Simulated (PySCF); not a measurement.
Run report: Si$_{2}$H$_{3}$OF$_{2}$, geometry relaxation

- system: Si$_{2}$H$_{3}$OF$_{2}$, multiplicity 2, SMILES [O][Si](F)(F)[SiH3]
- method: PBE0-D3(BJ)/def2-SVP geometry optimisation, gas phase (PySCF 2.14.0)

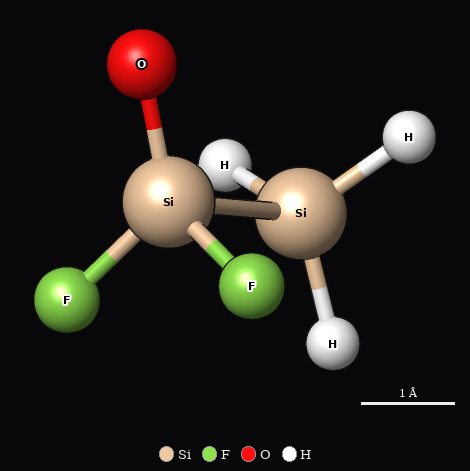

Fig. 1: The structure as given in the input (ball-and-stick view, seen at a tilt). Bond lengths as drawn: F–Si 1.58 to 1.59 Å, H–Si 1.46 to 1.47 Å, O–Si 1.53 Å and Si–Si 2.42 Å.

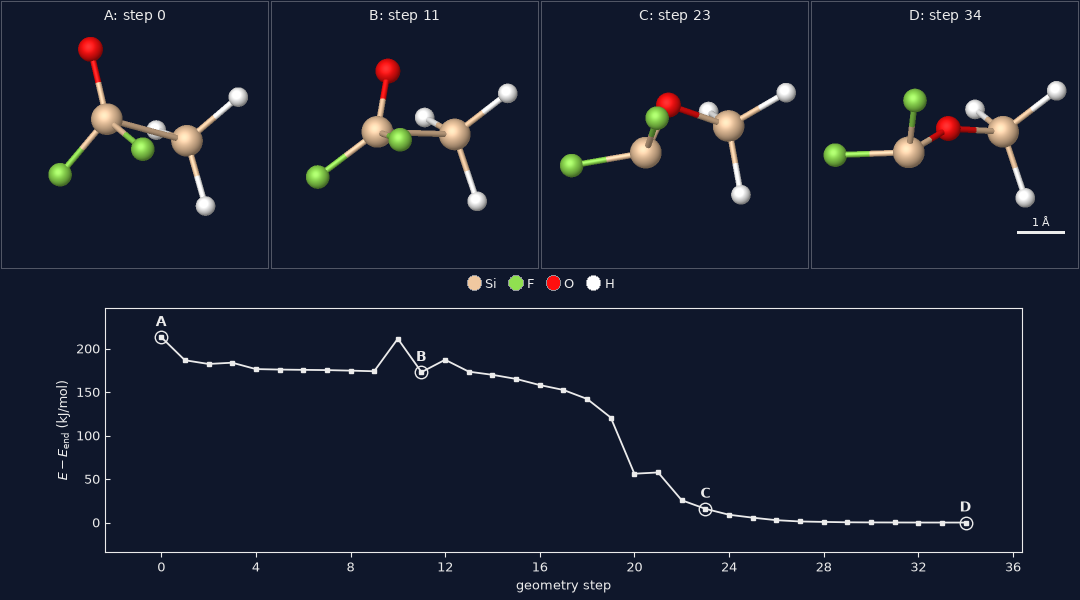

Fig. 2: Frames of the relaxation (ball-and-stick view, seen at a tilt) above the curves, on which the letters mark them (steps are counted from 0).

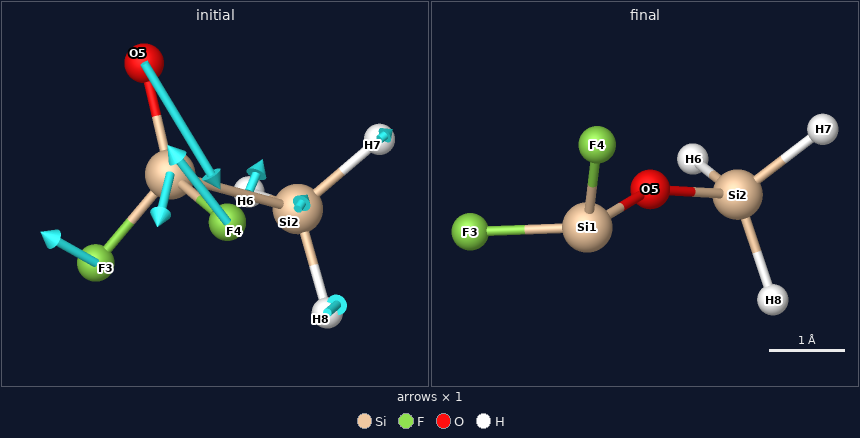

Fig. 3: Before (left) and after (right) the relaxation, at one scale (ball-and-stick view, seen at a tilt). The teal arrows give the displacements, at true length. The energy falls by 213.2 kJ/mol in 34 geometry steps. Largest force component: 1.4 eV/Å at the start, 0.0099 eV/Å at the end. O5 moves most after the best rigid fit: 2.05 Å. By element the largest moves are O 2.05 Å, F 1.42 Å, Si 0.95 Å, H 0.64 Å. Among the contacts that change: Si2–O5 3.212 → 1.666 Å, Si1–Si2 2.417 → 3.224 Å, Si1–O5 1.534 → 1.627 Å, Si1–F4 1.584 → 1.615 Å. New bonds form: Si2–O5 (3.21 → 1.67 Å). Bonds break: Si1–Si2 (2.42 → 3.22 Å). Among the angles that change: F4–Si1–O5 124.7° → 108.7°, F3–Si1–O5 124.2° → 108.8°, F3–Si1–F4 100.1° → 106.2°. (Atoms are counted from 1 in the order of the input.)

These pictures come from the run below.

### Input file
```
{"job": {"xc": "PBE0", "basis": "def2-SVP", "d3": "d3bj", "grid": 2, "kind": "geom", "shake": 0.01}, "charge": 0, "multiplicity": 2}
Si    -1.231440     0.125422    -0.135140
Si     1.174105    -0.016965     0.050968
F     -1.512035    -1.340387    -0.676464
F     -1.538361    -0.082809     1.405060
O     -1.535673     1.406776    -0.921672
H      1.640420    -0.169337    -1.322525
H      1.593951     1.231743     0.693524
H      1.455110    -1.182995     0.878350
```

The first line tells a small driver script what to run in PySCF; the rest is the geometry in Å.

Run as:
```bash
OMP_NUM_THREADS=1 python <driver script> task.json out
```

### Log
```
step   0  E = -854.84779406  max force = 0.027530
step   1  E = -854.85789359  max force = 0.023666
step   2  E = -854.85953289  max force = 0.014608
step   3  E = -854.85897477  max force = 0.017235
step   4  E = -854.86177468  max force = 0.002161
step   5  E = -854.86198631  max force = 0.002503
step   6  E = -854.86210981  max force = 0.002871
step   7  E = -854.86221861  max force = 0.003118
step   8  E = -854.86245229  max force = 0.002410
step   9  E = -854.86272180  max force = 0.004080
step  10  E = -854.84848308  max force = 0.065400
step  11  E = -854.86310343  max force = 0.021998
step  12  E = -854.85768623  max force = 0.028394
step  13  E = -854.86290345  max force = 0.016613
step  14  E = -854.86428214  max force = 0.010327
step  15  E = -854.86608282  max force = 0.018766
step  16  E = -854.86876637  max force = 0.027449
step  17  E = -854.87091480  max force = 0.032866
step  18  E = -854.87484468  max force = 0.022614
step  19  E = -854.88298873  max force = 0.057991
step  20  E = -854.90759095  max force = 0.031038
step  21  E = -854.90703779  max force = 0.027048
step  22  E = -854.91920370  max force = 0.010648
step  23  E = -854.92295883  max force = 0.024101
step  24  E = -854.92556222  max force = 0.011296
step  25  E = -854.92683727  max force = 0.008794
step  26  E = -854.92794109  max force = 0.007374
step  27  E = -854.92850253  max force = 0.005546
step  28  E = -854.92870232  max force = 0.004010
step  29  E = -854.92885960  max force = 0.001822
step  30  E = -854.92892180  max force = 0.001458
step  31  E = -854.92894671  max force = 0.003213
step  32  E = -854.92896876  max force = 0.001088
step  33  E = -854.92897752  max force = 0.000573
step  34  E = -854.92898074  max force = 0.000193
optimisation converged
```

### Trajectory as extended XYZ (Å, eV, eV/Å), 13 of the 35 frames kept, from step=0 to step=34
```
8
Properties=species:S:1:pos:R:3:forces:R:3 step=0 energy=-23261.59331
Si   -1.2314    0.1254   -0.1351    0.7807  -1.2552   0.6506
Si    1.1741   -0.0170    0.0510   -0.2583   0.6735  -0.3021
F    -1.5120   -1.3404   -0.6765   -0.3803  -0.8480  -0.7658
F    -1.5384   -0.0828    1.4051   -0.5093   0.2538   1.2723
O    -1.5357    1.4068   -0.9217   -0.1424   1.4157  -0.8535
H     1.6404   -0.1693   -1.3225    0.3088  -0.0518  -0.5127
H     1.5939    1.2317    0.6935    0.2207   0.3453   0.1645
H     1.4551   -1.1830    0.8783   -0.0199  -0.5332   0.3468
8
Properties=species:S:1:pos:R:3:forces:R:3 step=3 energy=-23261.89755
Si   -1.1491   -0.0772    0.0100   -0.8863   0.2597  -0.2242
Si    1.1768    0.0792   -0.0215    0.5389  -0.2119   0.1221
F    -1.8049   -1.4037   -0.6091    0.2574  -0.2150  -0.5626
F    -1.8821   -0.1216    1.4347    0.2020   0.4088   0.4994
O    -1.2397    1.3049   -0.8495    0.1082  -0.4138   0.2341
H     1.6873   -0.0549   -1.4191   -0.1045   0.0454   0.0962
H     1.6187    1.3466    0.6272   -0.0663  -0.0417  -0.0539
H     1.6390   -1.1018    0.7994   -0.0495   0.1684  -0.1110
8
Properties=species:S:1:pos:R:3:forces:R:3 step=6 energy=-23261.98286
Si   -1.1913   -0.0798    0.0131   -0.1476   0.1280  -0.0827
Si    1.1759    0.0664   -0.0137    0.0448   0.0167  -0.0108
F    -1.7667   -1.4214   -0.6578    0.0286  -0.0282  -0.0066
F    -1.8393   -0.0608    1.4834    0.0277   0.0173   0.0211
O    -1.2198    1.2763   -0.8515    0.0676  -0.1427   0.0829
H     1.6455   -0.0514   -1.4199   -0.0112   0.0056   0.0074
H     1.5933    1.3438    0.6219   -0.0079  -0.0033  -0.0051
H     1.6485   -1.1017    0.7967   -0.0020   0.0066  -0.0063
8
Properties=species:S:1:pos:R:3:forces:R:3 step=8 energy=-23261.99218
Si   -1.2101   -0.1113    0.0477   -0.1055  -0.0842   0.0507
Si    1.1722    0.0811   -0.0324   -0.0760   0.1239  -0.1030
F    -1.8122   -1.4624   -0.5750    0.0381  -0.0334  -0.0069
F    -1.8821   -0.0182    1.5027    0.0455   0.0364   0.0068
O    -1.0773    1.1890   -0.8587    0.0511   0.0412  -0.0080
H     1.5795   -0.0170   -1.4581    0.0367  -0.0333   0.0271
H     1.5509    1.3763    0.5890    0.0234  -0.0271   0.0201
H     1.7252   -1.0659    0.7568   -0.0132  -0.0236   0.0132
8
Properties=species:S:1:pos:R:3:forces:R:3 step=11 energy=-23262.00990
Si   -1.2600   -0.1654    0.1276    0.3265  -1.1312   0.9330
Si    1.1224    0.1423   -0.1188   -0.3643   0.3828  -0.3325
F    -1.8760   -1.5571   -0.3715   -0.2385   0.1567  -0.1057
F    -1.9284    0.1132    1.5535   -0.2555   0.0889  -0.0565
O    -0.7579    0.9625   -0.8247    0.1349   0.6834  -0.5570
H     1.4880    0.0159   -1.5457    0.2493  -0.1226  -0.0404
H     1.4901    1.4369    0.4991    0.1372   0.0026   0.1045
H     1.7679   -0.9768    0.6525    0.0104  -0.0607   0.0547
8
Properties=species:S:1:pos:R:3:forces:R:3 step=14 energy=-23262.04198
Si   -1.2650   -0.1856    0.1522    0.5310  -0.5179   0.3546
Si    1.1043    0.1628   -0.1469   -0.3056   0.2275  -0.1410
F    -1.8582   -1.5763   -0.3865   -0.2304   0.2603   0.1107
F    -1.9072    0.1056    1.5893   -0.2654  -0.1184  -0.1125
O    -0.8345    0.9905   -0.8042    0.2197   0.1788  -0.2117
H     1.5475    0.0033   -1.5478    0.0242  -0.0426  -0.1201
H     1.5339    1.4344    0.4760    0.0204   0.0750   0.0669
H     1.7252   -0.9633    0.6400    0.0060  -0.0627   0.0531
8
Properties=species:S:1:pos:R:3:forces:R:3 step=17 energy=-23262.22246
Si   -1.2026   -0.2765    0.2800   -1.2493  -1.6900   1.6657
Si    1.1143    0.2469   -0.2201    0.8777   0.8881  -0.8581
F    -2.0287   -1.5508   -0.2343    0.1844  -0.2034  -1.0063
F    -2.1733   -0.0080    1.5336    0.2193   0.9870   0.2076
O    -0.5554    0.8288   -0.6571   -0.2374   0.3161  -0.2988
H     1.5067    0.0599   -1.6508    0.3175  -0.1221   0.1813
H     1.5867    1.5331    0.3687    0.1948  -0.1599   0.0949
H     1.7983   -0.8620    0.5519   -0.3069  -0.0156   0.0135
8
Properties=species:S:1:pos:R:3:forces:R:3 step=20 energy=-23263.22047
Si   -1.2871   -0.4144    0.5270    0.1343  -1.5568   1.5691
Si    1.1450    0.3716   -0.4322    1.5960  -0.0067  -0.2924
F    -2.1778   -1.6032   -0.1002   -0.2097   0.3209  -0.5074
F    -2.2152    0.1801    1.7101   -0.1749   0.6258  -0.5225
O    -0.5241    0.5405   -0.5596   -0.5362   0.2998  -0.1360
H     1.7604    0.1562   -1.7778   -0.2967   0.1270  -0.0064
H     1.7888    1.5536    0.2097   -0.2642   0.1154  -0.0366
H     1.5562   -0.8130    0.3951   -0.2486   0.0747  -0.0678
8
Properties=species:S:1:pos:R:3:forces:R:3 step=23 energy=-23263.63865
Si   -1.3162   -0.5515    0.7073   -0.0537  -0.0917  -0.2891
Si    1.2232    0.3375   -0.4578   -0.8485   0.0262  -0.0381
F    -2.3014   -1.5540   -0.0928   -0.1087   0.1260   0.1898
F    -2.1830    0.4574    1.6140   -0.2509  -0.0282   0.0329
O    -0.5022    0.3326   -0.4201    1.2393  -0.2738   0.3104
H     1.6468    0.1582   -1.8568    0.0542   0.1509  -0.2721
H     1.6971    1.5964    0.1598    0.0731   0.1682  -0.0557
H     1.7817   -0.8050    0.3183   -0.1048  -0.0774   0.1218
8
Properties=species:S:1:pos:R:3:forces:R:3 step=26 energy=-23263.77422
Si   -1.3766   -0.5681    0.8551   -0.0432   0.1413  -0.0388
Si    1.2672    0.3194   -0.5146   -0.2307  -0.0493   0.0999
F    -2.3825   -1.5705    0.0918   -0.0197  -0.0775  -0.0637
F    -2.3229    0.5556    1.5285    0.0569  -0.0006  -0.0050
O    -0.3926    0.1470   -0.2455    0.3792  -0.0239   0.0037
H     1.5650    0.1696   -1.9677   -0.1144   0.0025   0.0613
H     1.7127    1.6604   -0.0385   -0.0497  -0.0177  -0.0237
H     1.9759   -0.7420    0.2629    0.0216   0.0252  -0.0338
8
Properties=species:S:1:pos:R:3:forces:R:3 step=28 energy=-23263.79494
Si   -1.4183   -0.5623    0.8973    0.0581   0.0376  -0.0258
Si    1.2895    0.2983   -0.5001   -0.2062   0.0850  -0.0202
F    -2.3825   -1.5741    0.0912   -0.0356  -0.0153  -0.0280
F    -2.3654    0.6208    1.4537   -0.0173   0.0104   0.0005
O    -0.3358    0.0758   -0.1477    0.1613  -0.0520   0.0590
H     1.4639    0.1357   -1.9670    0.0236  -0.0464  -0.0146
H     1.6860    1.6771   -0.1011    0.0137  -0.0018   0.0312
H     2.1086   -0.6999    0.2457    0.0025  -0.0177  -0.0021
8
Properties=species:S:1:pos:R:3:forces:R:3 step=31 energy=-23263.80159
Si   -1.4815   -0.5478    0.9153   -0.0088   0.0329  -0.0454
Si    1.3145    0.2731   -0.4769   -0.1515  -0.0366   0.0656
F    -2.4293   -1.5139    0.0338    0.0118  -0.0008   0.0085
F    -2.4027    0.7063    1.3475    0.0037  -0.0035   0.0241
O    -0.2726    0.0003   -0.0262    0.1652   0.0076  -0.0517
H     1.4293    0.0569   -1.9449   -0.0068   0.0026   0.0094
H     1.6830    1.6736   -0.1280   -0.0070  -0.0057  -0.0064
H     2.2053   -0.6769    0.2515   -0.0065   0.0035  -0.0040
8
Properties=species:S:1:pos:R:3:forces:R:3 step=34 energy=-23263.80251
Si   -1.4912   -0.5391    0.8988   -0.0019   0.0078   0.0039
Si    1.3177    0.2618   -0.4655    0.0012   0.0026   0.0056
F    -2.4441   -1.4841    0.0014   -0.0003  -0.0005  -0.0014
F    -2.3984    0.7195    1.3464    0.0011   0.0008   0.0030
O    -0.2688    0.0024   -0.0282   -0.0032  -0.0099  -0.0094
H     1.4413    0.0424   -1.9320    0.0007  -0.0007  -0.0013
H     1.6924    1.6610   -0.1192    0.0013   0.0004  -0.0015
H     2.1971   -0.6922    0.2705    0.0011  -0.0004   0.0011
```

### Key numbers

```tsv
quantity	value
outcome	converged
total energy	−854.928981 hartree
⟨S²⟩	0.751
dipole moment	2.33 D
point group	C1
hardware	1 CPU thread, shared host
wall time	4 min
peak memory	0.47 GiB
```
